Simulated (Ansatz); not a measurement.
The end point of a relaxation of Ta. Space group Im-3m (No. 229), bcc (W type). Calculation: PBE (plane waves to 420 eV, PAW, scalar-relativistic; Ansatz, a program for electronic structure).

```cif
data_Ta2
_chemical_formula_sum 'Ta2'
_space_group_name_H-M_alt 'Im-3m'
_space_group_IT_number 229
_space_group_name_Hall '-I 4 2 3'
_cell_length_a 3.31974
_cell_length_b 3.31974
_cell_length_c 3.31974
_cell_angle_alpha 90.000
_cell_angle_beta 90.000
_cell_angle_gamma 90.000
loop_
_atom_site_label
_atom_site_type_symbol
_atom_site_symmetry_multiplicity
_atom_site_Wyckoff_symbol
_atom_site_fract_x
_atom_site_fract_y
_atom_site_fract_z
_atom_site_occupancy
Ta1 Ta 2 a 0.00000 0.00000 0.00000 1
```
(The calculation used a cell of 1 atom; values per cell refer to that cell.)

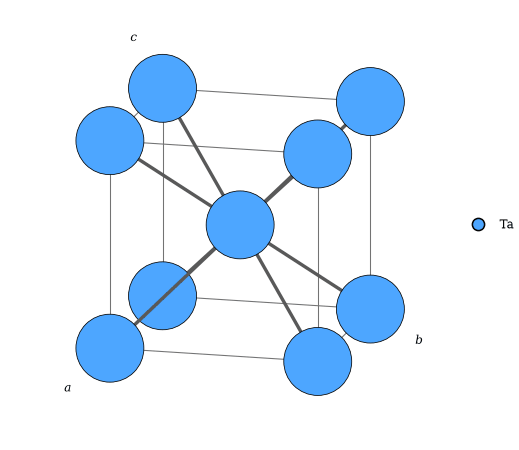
Figure. The conventional cell of the relaxed structure

```yaml
volume_per_atom: 18.29 Å³
density: 16.43 g/cm³
band_gap: zero (metallic)
shortest_distances: Ta–Ta 2.87 Å
k-mesh: 20×20×20
```

Band energies at high-symmetry points (eV from the Fermi level; labels of this space group; no spin-orbit coupling), from −5 eV up to 3.7 eV:

```
point           energies
-----  -----------------
Γ         0.75 0.75 0.75
H            -3.70 -3.70
N       -4.30 -1.48 1.53
P      -1.20 -1.20 -1.20
```

No spin polarisation in the result.

Measured for Ta: a 3.299 Å (static lattice; corrected from measurement; as listed in Daniel Mejia-Rodriguez, S. B. Trickey, Phys. Rev. B (2018)). Computed minus measured — a: PBE +0.6 %. The computed values are for a static lattice.

It was reached from a disturbed copy of a Fd-3m (No. 227) cell (diamond type), against which it lies -2.89 eV/atom.
